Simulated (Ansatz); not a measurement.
# Glassy CaAl2Si2O8 (117 atoms): atom by atom

The starting structure: 117 atoms (18 Al, 9 Ca, 72 O, 18 Si) placed at random at 2.71 g/cm³, melted at 4500 K for 20 ps at fixed volume with the Morse and Coulomb pair potential with partial charges (Pedone, Malavasi, Menziani, Cormack and Segre, J. Phys. Chem. B 110, 11780 (2006)). Quenched from 4500 K to 300 K at 20 K/ps and fixed volume, held 5 ps. The starting density is a measured one.

This is step 2 of a relaxation. Method: Kohn-Sham DFT, PBE, PAW (set soft_2), plane waves (Ansatz 0.2.0); cutoff 420 eV, Γ point, fermi-dirac smearing of 0.05 eV; density 2.71 g/cm³.

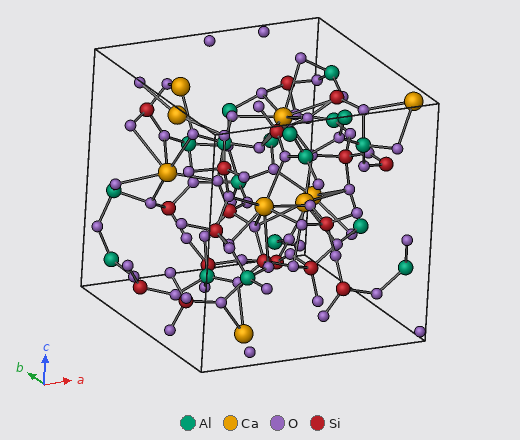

The structure (aluminium teal, calcium orange, oxygen purple, silicon red). Bonds to atoms that aren't drawn are left out. Some periodic images of atoms are drawn too.

Cell vectors (Å):

```
11.536 0.000 0.000
0.000 11.536 0.000
0.000 0.000 11.536
```

Positions in Å, forces in eV/Å:

```csv
atom,x,y,z,fx,fy,fz
Al1,3.918,0.066,11.039,0.512,1.295,-0.120
Al2,9.682,11.079,1.042,-0.144,-0.015,-0.238
Al3,6.955,9.905,4.745,-0.105,-0.034,-0.660
Al4,3.543,2.519,3.212,-0.763,0.064,0.268
Al5,11.191,5.929,3.481,0.108,0.526,-0.194
Al6,9.314,11.333,5.935,0.203,-0.413,-1.071
Al7,10.249,7.774,10.383,-0.073,0.312,1.349
Al8,11.494,9.525,7.281,0.193,0.296,-0.647
Al9,5.091,11.428,6.298,0.980,0.710,0.331
Al10,4.679,7.403,7.855,0.603,0.170,-0.481
Al11,1.143,11.058,4.682,-0.360,0.493,-0.232
Al12,10.866,0.999,3.297,-0.645,0.953,-0.599
Al13,8.900,2.074,9.120,0.281,0.351,-0.401
Al14,6.436,10.208,8.165,0.545,-0.375,-0.141
Al15,1.211,11.027,1.333,0.008,-0.627,-0.743
Al16,6.976,0.507,11.287,1.016,-0.632,1.226
Al17,5.751,1.744,9.088,0.191,-0.714,0.045
Al18,3.946,6.976,1.628,-0.954,0.753,1.570
Ca19,2.859,8.520,10.420,-0.047,-0.410,-0.144
Ca20,4.841,3.671,6.088,-0.039,0.183,0.208
Ca21,2.585,8.768,6.194,-0.029,0.159,-0.109
Ca22,11.321,1.961,10.965,0.112,-0.043,0.001
Ca23,8.033,5.611,5.162,-0.100,0.030,0.014
Ca24,0.925,5.238,10.487,-0.032,-0.122,0.114
Ca25,7.697,7.472,8.689,-0.079,-0.050,-0.020
Ca26,4.083,3.521,0.057,-0.043,0.242,-0.079
Ca27,10.392,9.121,3.901,0.016,-0.076,0.104
O28,4.562,8.224,0.558,-0.129,0.315,-1.007
O29,9.506,9.478,1.772,-0.207,-0.945,0.334
O30,8.487,11.121,11.401,-1.340,0.382,-0.759
O31,0.152,7.498,11.349,-0.302,-0.955,-1.595
O32,0.034,7.397,2.506,-0.447,0.005,0.887
O33,3.554,10.979,7.045,-0.893,-0.598,-0.010
O34,2.233,1.075,8.804,-0.247,-0.536,0.684
O35,9.641,5.271,3.047,-0.678,-0.880,0.442
O36,2.551,2.948,7.149,1.391,0.593,0.561
O37,5.661,1.568,5.852,-0.168,0.315,0.006
O38,10.948,5.168,7.354,0.774,-0.973,0.661
O39,2.825,3.159,4.695,0.332,0.929,-0.003
O40,5.023,10.664,4.705,-0.097,-0.414,-0.526
O41,9.861,0.615,9.341,0.774,0.130,0.228
O42,6.890,1.249,1.369,-0.806,1.035,-1.341
O43,7.727,1.950,3.947,-0.363,1.327,-0.246
O44,0.449,9.708,5.564,-0.020,-0.450,0.219
O45,0.814,4.826,2.982,0.802,0.926,1.222
O46,1.634,0.968,5.474,0.258,0.714,0.425
O47,5.703,5.973,8.002,0.717,-0.409,-0.259
O48,3.097,7.537,8.436,-0.950,0.369,0.362
O49,2.463,3.516,9.907,0.716,1.173,1.497
O50,5.502,10.777,11.475,-0.175,0.164,-0.366
O51,9.510,2.975,7.688,-0.807,-0.651,0.119
O52,6.491,10.279,6.431,-0.114,-0.005,0.758
O53,5.063,3.348,3.237,0.262,-1.332,0.550
O54,7.201,3.623,5.848,-0.265,2.050,0.187
O55,8.186,1.018,6.295,-0.679,1.075,0.793
O56,4.778,1.581,10.521,-0.675,-0.564,1.234
O57,6.470,8.146,4.449,0.540,0.361,-0.059
O58,0.303,2.310,2.735,-0.558,-0.267,-0.004
O59,1.431,9.257,1.113,0.251,0.934,0.032
O60,9.933,6.074,9.881,0.744,0.095,-0.629
O61,2.636,3.207,1.882,-0.187,0.133,-0.470
O62,10.361,9.277,9.470,1.282,-0.931,0.338
O63,6.884,9.091,1.255,0.890,-0.337,0.566
O64,2.587,10.140,4.211,0.351,-0.354,-0.379
O65,11.262,0.029,0.483,0.498,-0.066,-0.001
O66,8.938,6.810,6.904,0.122,-0.255,-0.105
O67,5.602,3.371,8.531,-0.110,-0.333,-1.541
O68,8.724,9.881,5.145,0.271,-0.724,-0.293
O69,11.423,7.807,7.262,0.658,-0.281,1.177
O70,0.283,3.123,6.054,-1.133,0.496,-0.569
O71,5.048,5.091,10.411,-1.224,0.377,1.954
O72,8.281,7.108,2.083,-0.223,0.009,0.830
O73,3.323,10.587,9.741,0.569,-0.970,0.566
O74,7.351,1.595,9.866,-0.159,0.299,-0.260
O75,9.504,3.315,10.296,0.207,0.576,0.175
O76,4.010,7.516,3.366,-0.632,0.260,-0.801
O77,7.246,11.019,3.327,-0.296,0.119,-0.082
O78,10.544,0.435,4.871,0.369,-0.131,0.365
O79,10.829,6.538,5.090,0.003,-0.010,-0.937
O80,4.477,7.452,6.018,-0.701,-0.013,0.751
O81,5.565,5.720,4.276,0.631,-0.975,1.535
O82,7.151,4.776,2.476,0.780,-0.611,0.289
O83,4.532,10.117,2.255,0.160,-0.364,-0.730
O84,2.594,0.223,0.562,-0.389,0.175,0.347
O85,9.330,0.790,2.304,0.456,0.212,0.081
O86,8.726,7.994,11.224,-0.208,-0.038,-0.663
O87,3.634,0.840,3.275,-0.054,-0.195,-0.468
O88,0.484,11.211,2.965,0.239,-0.745,0.332
O89,5.617,0.173,8.333,-0.481,1.299,-0.385
O90,5.710,8.674,8.552,0.293,-0.822,0.049
O91,4.731,5.474,1.760,0.578,-1.266,-0.295
O92,10.090,10.573,7.370,0.401,0.356,-0.038
O93,2.277,6.823,0.996,0.445,-0.680,-0.562
O94,7.551,4.954,9.562,0.590,0.612,-0.120
O95,0.432,3.874,0.586,-0.437,0.056,-2.042
O96,8.742,5.131,0.442,0.067,-0.392,0.302
O97,8.026,10.156,8.823,0.158,-0.530,0.358
O98,1.323,10.195,8.125,0.302,-0.394,0.186
O99,0.413,2.975,8.623,-0.315,0.141,0.780
Si100,5.091,7.304,4.524,0.687,0.833,-0.461
Si101,7.239,2.089,5.502,0.179,-2.457,0.165
Si102,1.764,2.556,5.728,-0.277,-1.860,0.307
Si103,1.017,3.587,2.042,0.692,-1.218,0.559
Si104,8.964,4.881,10.421,-0.703,-1.439,-0.697
Si105,8.489,5.501,1.961,0.165,0.753,0.200
Si106,2.639,11.104,8.389,-0.341,-0.363,-1.360
Si107,5.621,4.769,2.935,-0.965,1.884,-1.348
Si108,7.650,0.930,2.715,0.771,-2.598,1.206
Si109,3.913,10.827,3.537,0.085,0.511,1.398
Si110,2.059,2.639,8.692,-1.149,0.780,-2.066
Si111,5.922,4.832,9.176,0.638,0.176,-0.677
Si112,10.566,6.590,6.696,-1.605,0.298,-0.264
Si113,5.406,9.536,1.050,-0.871,0.327,-0.110
Si114,9.589,10.583,8.959,-2.429,1.176,0.173
Si115,0.932,7.733,1.217,0.501,0.764,0.465
Si116,8.338,8.439,1.198,0.970,1.105,-0.943
Si117,10.960,3.517,7.397,0.885,0.681,-0.536
```

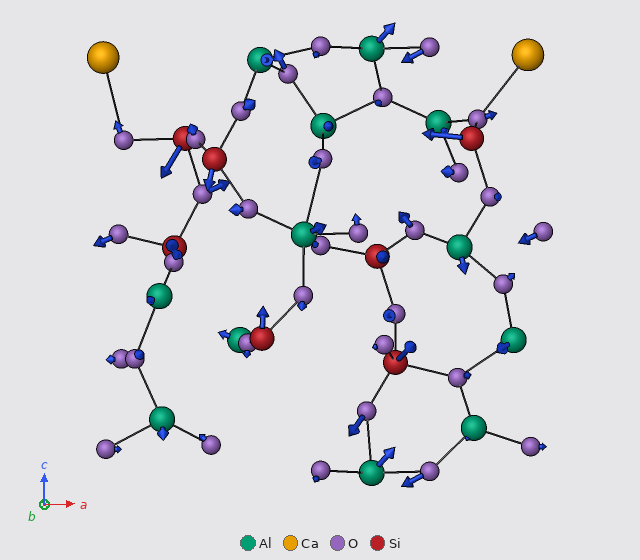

The forces as arrows, the longest 2.97 eV/Å. Drawn is a slice 4 Å thick, seen along the normal of the ac plane. Bonds to atoms that aren't drawn are left out.

The quench rate of 20 K/ps is many orders above laboratory rates, so the cell is likely richer in defects and strain than a real sample. The network of bonds at the start is that of the classical potential that made the cell. Only the Γ point is sampled, in a cell whose shortest periodic width is 12 Å.

The r.m.s. force component is 0.708 eV/Å; the longest force, 2.97 eV/Å, acts on Si108. The energy lies 41.1 meV/atom below that of the first step of this run.

[Logs are printed without paths, hosts, clocks, repeated set-up lines and the standing remarks that a program may print on its own settings, such as how far it seeks lower states.]

[Hosts, paths, dates, database ids (printed as entryN), source tags and the programs' standing remarks are cut or masked in the printed files.]
